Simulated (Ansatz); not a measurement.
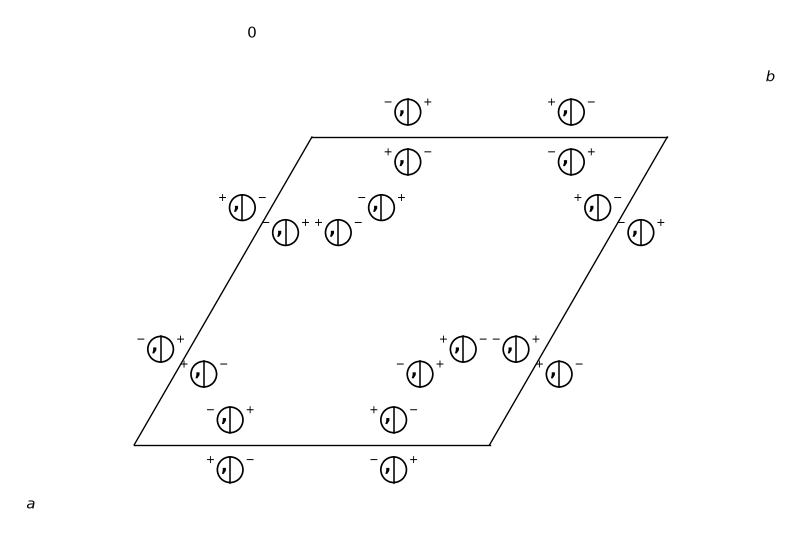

General positions of a space group, projected down c, computed from the operations of a computed or model structure of composition Ag5Cl, which need not be its known form.

A circle is a general position, a comma marks the mirror image, + and − with a fraction give the height (along the projection axis: ½+ is ½ plus the coordinate, − is its negative), and a split circle stands for two positions above each other.

### Identify the space group.

P6/mmm (No. 191); primitive hexagonal, point group 6/mmm, 24 general positions a cell.

### Write the general positions (in any order).

x, y, z; −x, −y, −z; x−y, x, z; −x+y, −x, −z; −y, x−y, z; y, −x+y, −z; −x, −y, z; x, y, −z; −x+y, −x, z; x−y, x, −z; y, −x+y, z; −y, x−y, −z; −y, −x, −z; y, x, z; −x, −x+y, −z; x, x−y, z; −x+y, y, −z; x−y, −y, z; y, x, −z; −y, −x, z; x, x−y, −z; −x, −x+y, z; x−y, −y, −z; −x+y, y, z
